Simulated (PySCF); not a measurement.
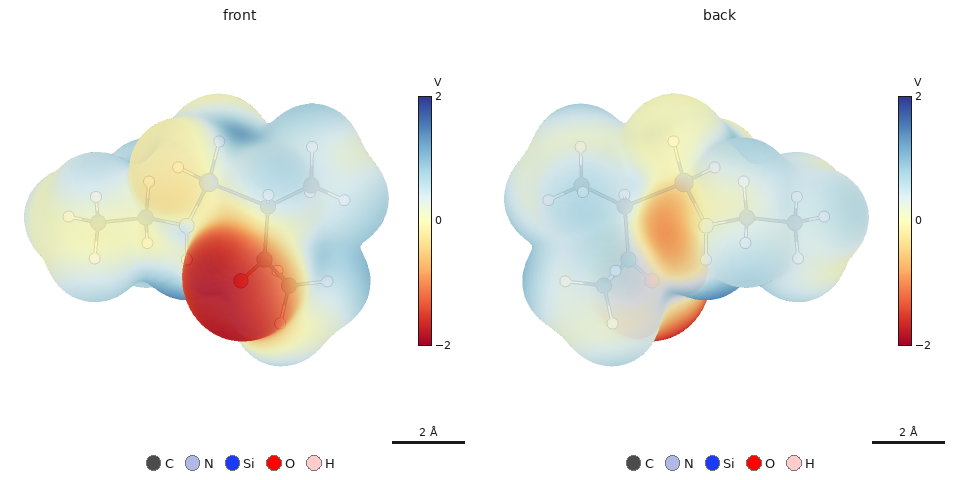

Figure. C6H15NOSi (SMILES CCN[SiH2][C@H](C)C(C)=O). The electrostatic potential painted on the density surface at 0.002 e/bohr³, seen from the front and from behind; red is negative and blue positive.

Geometry: GFN2-xTB.

The calculation used PBE0/pcSseg-1, SCF density, gas phase, non-relativistic (PySCF).

```yaml
atoms:
  - { symbol: C, position_ang: [3.4181, 0.0142, -0.5775] }
  - { symbol: C, position_ang: [2.1457, -0.6161, -1.1346] }
  - { symbol: N, position_ang: [0.9398, -0.1207, -0.5054] }
  - { symbol: Si, position_ang: [0.3873, -0.7029, 1.0113] }
  - { symbol: C, position_ang: [-1.3653, 0.0488, 1.3093] }
  - { symbol: C, position_ang: [-2.4711, -0.9448, 0.9841] }
  - { symbol: C, position_ang: [-1.4060, 1.3367, 0.5646] }
  - { symbol: C, position_ang: [-2.0948, 1.3283, -0.7792] }
  - { symbol: O, position_ang: [-0.8552, 2.3335, 0.9855] }
  - { symbol: H, position_ang: [4.2923, -0.3825, -1.0875] }
  - { symbol: H, position_ang: [3.5026, -0.1986, 0.4851] }
  - { symbol: H, position_ang: [3.3963, 1.0934, -0.7125] }
  - { symbol: H, position_ang: [2.1743, -1.6963, -0.9824] }
  - { symbol: H, position_ang: [2.0813, -0.4227, -2.2113] }
  - { symbol: H, position_ang: [0.8287, 0.8701, -0.6763] }
  - { symbol: H, position_ang: [1.2143, -0.4182, 2.1943] }
  - { symbol: H, position_ang: [0.2494, -2.1531, 0.8479] }
  - { symbol: H, position_ang: [-1.4029, 0.2890, 2.3735] }
  - { symbol: H, position_ang: [-2.3917, -1.3130, -0.0353] }
  - { symbol: H, position_ang: [-3.4553, -0.4957, 1.1161] }
  - { symbol: H, position_ang: [-2.4005, -1.7988, 1.6543] }
  - { symbol: H, position_ang: [-3.1591, 1.1465, -0.6492] }
  - { symbol: H, position_ang: [-1.9571, 2.2890, -1.2704] }
  - { symbol: H, position_ang: [-1.6828, 0.5335, -1.3963] }
```

Question: Where is the surface potential most negative and most positive?

Answer: The most negative region (about −1.8 V) lies over O9, the most positive (about +1.3 V) over Si4 and H15. O9 is the likeliest acceptor of a hydrogen bond.

Question: How polar is the molecule by this calculation?

Answer: Its dipole moment is 2.44 D.
